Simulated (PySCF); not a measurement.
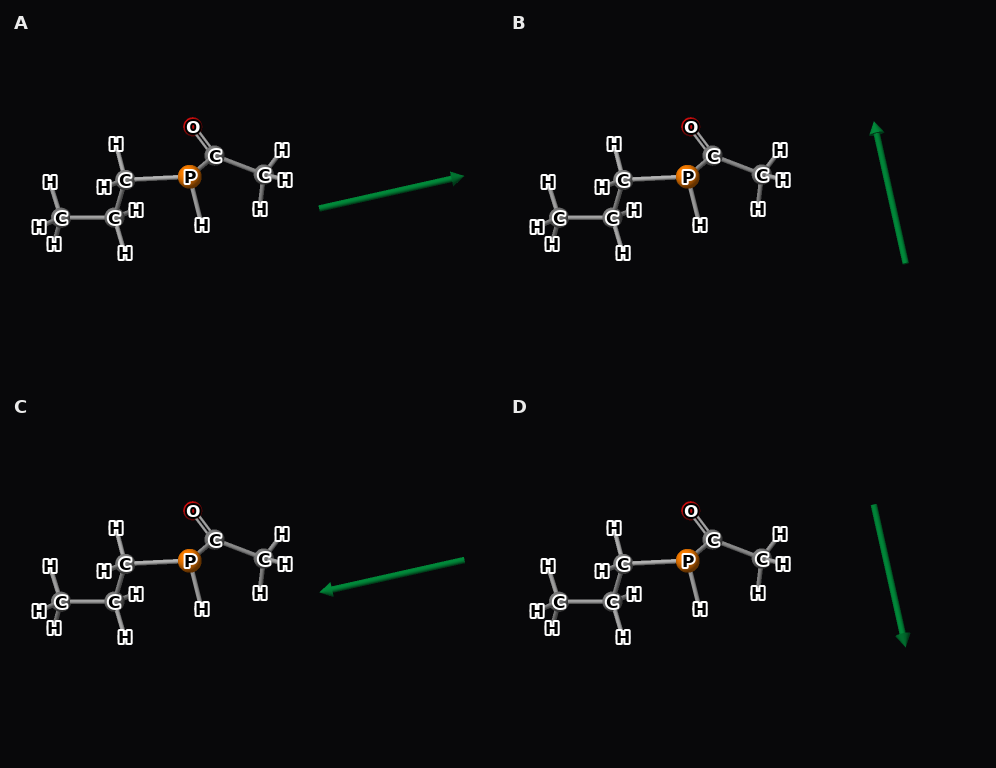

The same molecule four times, each with an arrow. Computed geometry: GFN2-xTB optimisation. No frequency run is at hand to confirm it as a minimum. Level of theory: CAM-B3LYP/def2-SVPD, gas phase (PySCF 2.14.0).

> Which arrow points along the dipole moment, from the negative to the positive end?

D. The dipole moment is 2.36 D.

The geometry is semi-empirical. Around P such bond lengths and angles can be off by a tenth of an ångström or more and by several degrees, and values that hang on the shape move with them.
